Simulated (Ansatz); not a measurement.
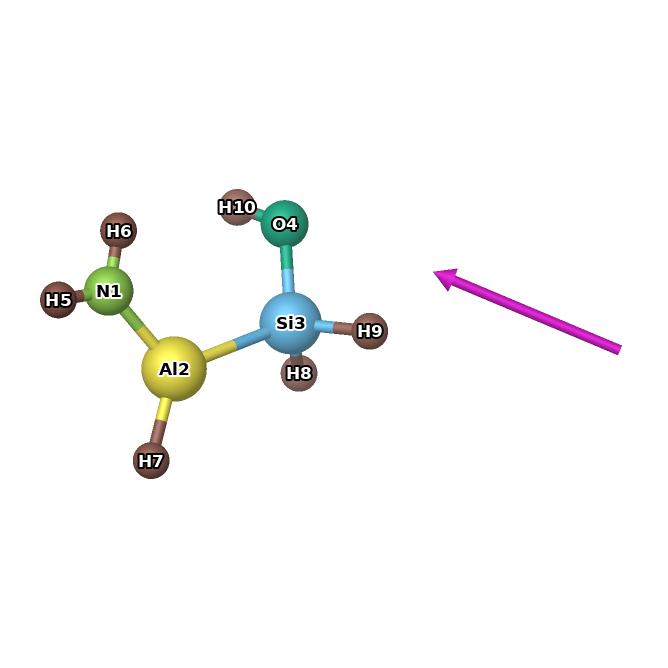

The arrow beside the molecule shows the direction of the dipole moment, from the negative to the positive end (its length means nothing). The computed structure is the end point of a PBE0-D4/def2-TZVP optimisation. Method: RKS PBE-D4/def2-TZVPP (Ansatz 0.2.0).

Estimate the dipole moment.

Answer. 2.16 D; it points from the side of H9 to the side of H5 (the outermost atoms at the two ends).
